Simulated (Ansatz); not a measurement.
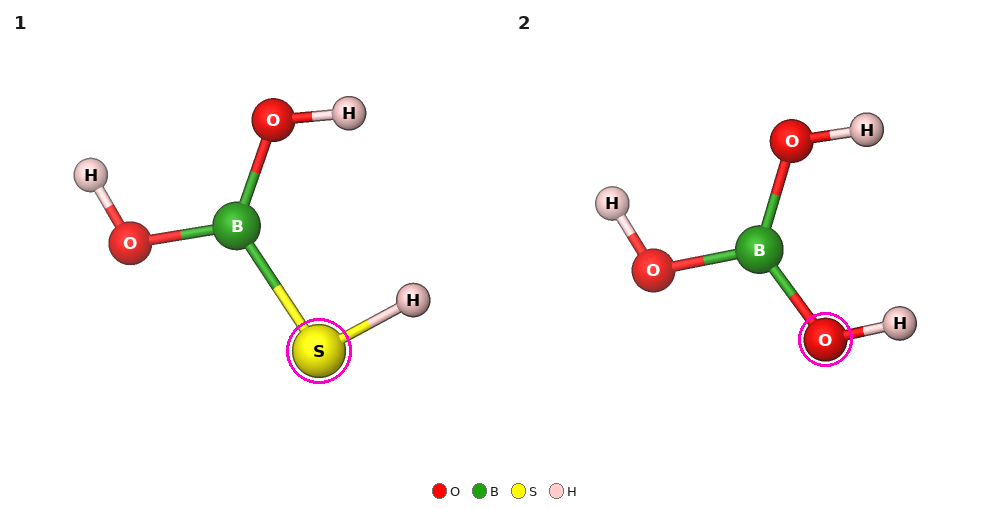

2 molecules with one skeleton, seen from the same side and at one scale; the atom that differs is circled. Charge 0, singlet. Computed geometries: PBE0-D4/def2-TZVP optimisations, one conformation each. Properties computed with Ansatz 0.2.0.

One atom differs, called X below: S in panel 1, O in panel 2. Their formulas are BH3O2S (`OB(O)S`), BH3O3 (`OB(O)O`).

**In which is the length of X–H larger (PBE0-D4/def2-TZVP)?**

In panel 1 (X = S).

**In which is the dipole moment larger (PBE-D4/def2-TZVPP)?**

In panel 2 (X = O).

Give the values. With PBE0-D4/def2-TZVP: length of X–B (Å), length of X–H (Å), angle B–X–H (°). With PBE-D4/def2-TZVPP: dipole moment (D), HOMO energy (Kohn–Sham orbital) (eV), HOMO–LUMO gap (eV), vertical ionisation energy (eV).

| quantity | 1 (S) | 2 (O) | 2 − 1 |
| --- | --- | --- | --- |
| length of X–B (Å) | 1.829 | 1.367 | −0.462 |
| length of X–H (Å) | 1.342 | 0.957 | −0.385 |
| angle B–X–H (°) | 96.9 | 115.3 | +18.4 |
| dipole moment (D) | 2.31 | 2.86 | +0.55 |
| HOMO energy (Kohn–Sham orbital) (eV) | −6.33 | −7.44 | −1.11 |
| HOMO–LUMO gap (eV) | 5.53 | 6.72 | +1.19 |
| vertical ionisation energy (eV) | 9.91 | 11.37 | +1.46 |
